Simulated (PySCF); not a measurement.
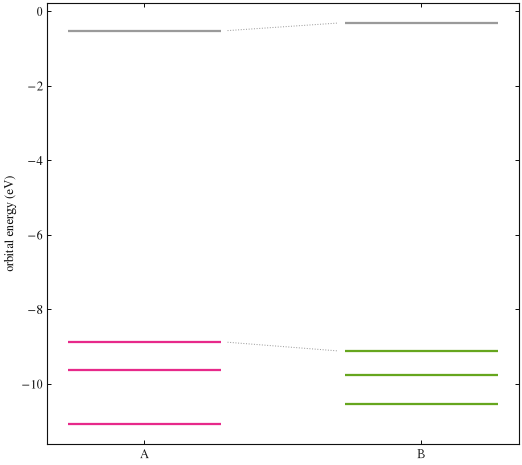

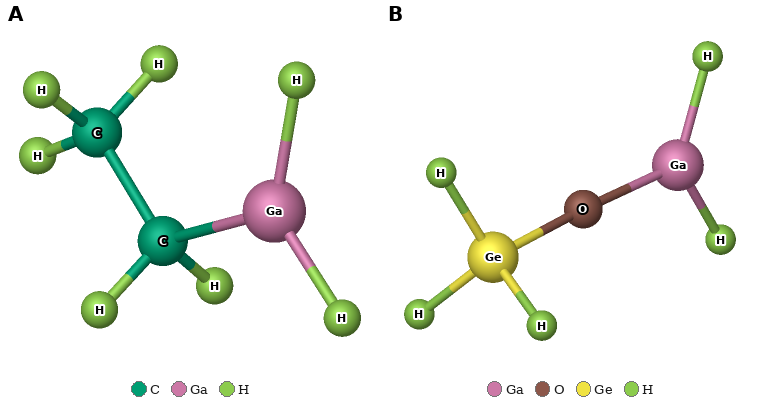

Related molecules: A is C₂H₇Ga, SMILES C[CH2][GaH2], singlet; B is GaGeH₅O, SMILES [GaH2][O][GeH3], singlet. Frontier orbital energies, CAM-B3LYP/def2-SVPD with PySCF 2.14.0, at a PBE0-D3(BJ)/def2-SVP geometry (no frequency check); drawn are at most three filled levels and, in grey, the LUMO with any level within 0.03 eV of it; dotted lines join the HOMOs and the LUMOs.

### What does the change do to the frontier levels?

From A to B the HOMO falls by 0.23 eV and the LUMO rises by 0.20 eV, so the separation goes from 8.36 to 8.80 eV.

### Does the ΔSCF ionisation energy follow the HOMO?

A: −ε(HOMO) 8.88, ΔSCF 9.78 eV; B: −ε(HOMO) 9.12, ΔSCF 9.91 eV.
